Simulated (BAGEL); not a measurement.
**CH4F2Si (SMILES C[SiH](F)F), step by step**

We compute a single-point energy (HF/cc-pVDZ), then a single-point energy (NEVPT2(2,2)/cc-pVDZ) of CH4F2Si. 

The calculation is run with BAGEL 1.2.2.

1 further run of the same task is left out (set aside as unsound or not needed).

**1. Starting point**

CH4F2Si: 8 atoms, total charge 0, spin state singlet. As SMILES, `C[SiH](F)F`. The C1–H5 distance was set to 3.059 Å, away from the relaxed value. At this shape a bond of the SMILES string is far longer than usual.

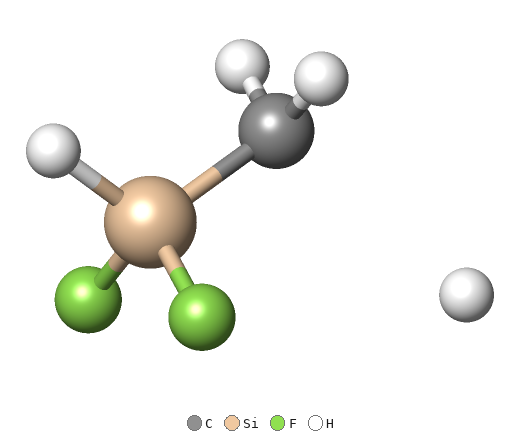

Viewed from a chosen angle; carbon grey, silicon light orange, fluorine green, hydrogen white.

**2. The energy at HF/cc-pVDZ (density fitting with svp-jkfit) (run 1)**

calc.json

```json
{ "bagel" : [

{
  "title" : "molecule",
  "basis" : "cc-pvdz.json",
  "df_basis" : "svp-jkfit",
  "geometry" : [
    { "atom" : "C", "xyz" : [    -2.00265238,     0.34877163,     2.90366624 ] },
    { "atom" : "Si", "xyz" : [    -0.64885258,    -2.78231558,     3.57508593 ] },
    { "atom" : "F", "xyz" : [     2.35014278,    -2.59920112,     3.66220230 ] },
    { "atom" : "F", "xyz" : [    -1.33803570,    -4.68848232,     1.35541362 ] },
    { "atom" : "H", "xyz" : [    -0.02532233,     2.39806245,    -2.12669778 ] },
    { "atom" : "H", "xyz" : [    -1.50300879,     1.68915437,     4.39277042 ] },
    { "atom" : "H", "xyz" : [    -4.06188694,     0.24049033,     2.79651876 ] },
    { "atom" : "H", "xyz" : [    -1.49431605,    -3.93599338,     5.97201454 ] }
  ]
},

{
  "title" : "hf"
},

{
  "title" : "print",
  "file" : "orbitals.molden",
  "orbitals" : true
}

]}
```

The basis set cc-pVDZ is read from a file made from the Basis Set Exchange's data (not shown).

Started as:

```console
$ BAGEL_NUM_THREADS=1 BAGEL calc.json > calc.out
```

Output:

```text
* using 1 threads per process

  ===============================================================
  ===============================================================

  *** Geometry ***

  { "atom" : "C", "xyz" : [     -2.002652,      0.348772,      2.903666 ] },
  { "atom" : "Si", "xyz" : [     -0.648853,     -2.782316,      3.575086 ] },
  { "atom" : "F", "xyz" : [      2.350143,     -2.599201,      3.662202 ] },
  { "atom" : "F", "xyz" : [     -1.338036,     -4.688482,      1.355414 ] },
  { "atom" : "H", "xyz" : [     -0.025322,      2.398062,     -2.126698 ] },
  { "atom" : "H", "xyz" : [     -1.503009,      1.689154,      4.392770 ] },
  { "atom" : "H", "xyz" : [     -4.061887,      0.240490,      2.796519 ] },
  { "atom" : "H", "xyz" : [     -1.494316,     -3.935993,      5.972015 ] },

  Number of auxiliary basis functions:      429

  Since a DF basis is specified, we compute 2- and 3-index integrals:
    o Being stored without compression. Storage requirement is 0.022 GB

  Number of basis functions:       80
  Number of electrons      :       42

    * METHOD: MOLECULE                             0.18

  *** RHF ***

  === Nuclear Repulsion ===
   178.7520214680

      * DIIS with orbital gradients will be used.

  === RHF iteration (cc-pvdz.json) ===
      0       -527.44541595          0.01913939           0.05
      1       -527.53491156          0.02073600           0.04
      2       -527.85769490          0.00320614           0.04
      3       -527.86512076          0.00237599           0.04
      4       -527.86887413          0.00032130           0.04
      5       -527.86898838          0.00010618           0.04
      6       -527.86900099          0.00001586           0.04
      7       -527.86900133          0.00000405           0.04
      8       -527.86900135          0.00000174           0.04
      9       -527.86900136          0.00000081           0.04
     10       -527.86900136          0.00000035           0.04
     11       -527.86900136          0.00000009           0.04
     12       -527.86900136          0.00000003           0.04
     13       -527.86900136          0.00000001           0.04
     14       -527.86900136          0.00000000           0.04
    * SCF iteration converged.

    * Permanent dipole moment:
           (    0.908076,    -0.264612,    -1.214244) a.u.

    * METHOD: HF                                   0.79

    * METHOD: PRINT                                0.02

  ===============================================================
```

Wall time 1.1 s (1 thread of Arm Neoverse V1, shared host); peak memory 0.15 GiB.

**3. A single-point energy at NEVPT2(2,2)/cc-pVDZ (density fitting with svp-jkfit) (run 2)**

calc.json

```json
{ "bagel": [

{
  "title": "molecule",
  "basis": "cc-pvdz.json",
  "df_basis": "svp-jkfit",
  "angstrom": false,
  "geometry": [
    { "atom": "C", "xyz": [    -2.00265238,     0.34877163,     2.90366624 ] },
    { "atom": "Si", "xyz": [    -0.64885258,    -2.78231558,     3.57508593 ] },
    { "atom": "F", "xyz": [     2.35014278,    -2.59920112,     3.66220230 ] },
    { "atom": "F", "xyz": [    -1.33803570,    -4.68848232,     1.35541362 ] },
    { "atom": "H", "xyz": [    -0.02532233,     2.39806245,    -2.12669778 ] },
    { "atom": "H", "xyz": [    -1.50300879,     1.68915437,     4.39277042 ] },
    { "atom": "H", "xyz": [    -4.06188694,     0.24049033,     2.79651876 ] },
    { "atom": "H", "xyz": [    -1.49431605,    -3.93599338,     5.97201454 ] }
  ]
},

{ "title": "hf" },

{ "title": "nevpt2", "nstate": 1, "nact": 2, "nclosed": 20, "active": [21, 22], "maxiter": 200, "natocc": true, "ncore": 8 },

{ "title": "print", "file": "orbitals.molden", "orbitals": true }

]}
```

The basis set cc-pVDZ is read from a file made from the Basis Set Exchange's data (not shown).

Started as:

```console
$ BAGEL_NUM_THREADS=1 BAGEL calc.json > calc.out
```

Output:

```text
* using 1 threads per process

  ===============================================================
  ===============================================================

  *** Geometry ***

  { "atom" : "C", "xyz" : [     -2.002652,      0.348772,      2.903666 ] },
  { "atom" : "Si", "xyz" : [     -0.648853,     -2.782316,      3.575086 ] },
  { "atom" : "F", "xyz" : [      2.350143,     -2.599201,      3.662202 ] },
  { "atom" : "F", "xyz" : [     -1.338036,     -4.688482,      1.355414 ] },
  { "atom" : "H", "xyz" : [     -0.025322,      2.398062,     -2.126698 ] },
  { "atom" : "H", "xyz" : [     -1.503009,      1.689154,      4.392770 ] },
  { "atom" : "H", "xyz" : [     -4.061887,      0.240490,      2.796519 ] },
  { "atom" : "H", "xyz" : [     -1.494316,     -3.935993,      5.972015 ] },

  Number of auxiliary basis functions:      429

  Since a DF basis is specified, we compute 2- and 3-index integrals:
    o Being stored without compression. Storage requirement is 0.022 GB

  Number of basis functions:       80
  Number of electrons      :       42

    * METHOD: MOLECULE                             0.18

  *** RHF ***

  === Nuclear Repulsion ===
   178.7520214680

      * DIIS with orbital gradients will be used.

  === RHF iteration (cc-pvdz.json) ===
      0       -527.44541595          0.01913939           0.05
      1       -527.53491156          0.02073600           0.04
      2       -527.85769490          0.00320614           0.04
      3       -527.86512076          0.00237599           0.04
      4       -527.86887413          0.00032130           0.04
      5       -527.86898838          0.00010618           0.05
      6       -527.86900099          0.00001586           0.04
      7       -527.86900133          0.00000405           0.04
      8       -527.86900135          0.00000174           0.05
      9       -527.86900136          0.00000081           0.04
     10       -527.86900136          0.00000035           0.04
     11       -527.86900136          0.00000009           0.04
     12       -527.86900136          0.00000003           0.04
     13       -527.86900136          0.00000001           0.04
     14       -527.86900136          0.00000000           0.04
    * SCF iteration converged.

    * Permanent dipole moment:
           (    0.908076,    -0.264612,    -1.214244) a.u.

    * METHOD: HF                                   0.80

    * freezing 8 orbitals
  ---------------------------
      CASSCF calculation
  ---------------------------

    ==== Active orbitals : =====
         Orbital 21
         Orbital 22
    ============================

    * nstate   :      1
    * nclosed  :     20
    * nact     :      2
    * nvirt    :     58
  === CASSCF iteration (cc-pvdz.json) ===

    * Using the second-order algorithm

      0  0      -527.97708800     6.61e-03      0.01

      1  0      -528.00149373     5.72e-04      0.26

      2  0      -528.00163680     9.24e-05      0.25

      3  0      -528.00163988     1.65e-05      0.26

      4  0      -528.00163998     2.98e-06      0.25

      5  0      -528.00163998     5.40e-07      0.26

      6  0      -528.00163998     9.80e-08      0.22

      7  0      -528.00163998     1.78e-08      0.21

      8  0      -528.00163998     3.24e-09      0.19

    * Second-order optimization converged. *

     guess   0:   closed 1.                   open ..

  === FCI iteration ===

      0  0      -527.84982060     9.98e-02      0.00
      1  0      -528.00151420     3.56e-03      0.00
      2  0 *    -528.00163998     5.12e-16      0.00

     * ci vector, state   0, <S^2> = 0.0000
       2.     0.7957588625
       .2    -0.6056136002

  === DF-NEVPT2 calculation ===

    * 3-index integral transformation done
    * assembly done

      NEVPT2 correlation energy:   -0.5829803506      0.16

          (+0)     -0.5406978866
          (+0)'    -0.0065704651
          (+1)     -0.0064500717
          (+1)'    -0.0000000000
          (+2)     -0.0000505447
          (-1)     -0.0290332763
          (-1)'     0.0000000000
          (-2)     -0.0001781061

      NEVPT2 total energy:       -528.5846203341

    * METHOD: NEVPT2                               2.29

    * METHOD: PRINT                                0.02

  ===============================================================
```

Wall time 3.6 s (1 thread of Arm Neoverse V1, shared host); peak memory 0.15 GiB.

**4. Summary of results**

| quantity | value |
| --- | --- |
| run 1, HF/cc-pVDZ: total energy | -527.86900 Eh |
| run 1, HF/cc-pVDZ: dipole moment | 3.91 D |
| run 1, HF/cc-pVDZ: HOMO energy | -8.43 eV |
| run 1, HF/cc-pVDZ: LUMO energy | -2.01 eV |
| run 1, HF/cc-pVDZ: HOMO–LUMO gap | 6.42 eV |
| run 2, NEVPT2(2,2)/cc-pVDZ: total energy | -528.58462 Eh |

What this shows: One bond (run 1, HF/cc-pVDZ) is far stretched, which a spin-restricted single reference describes badly; a broken-symmetry solution may lie lower.
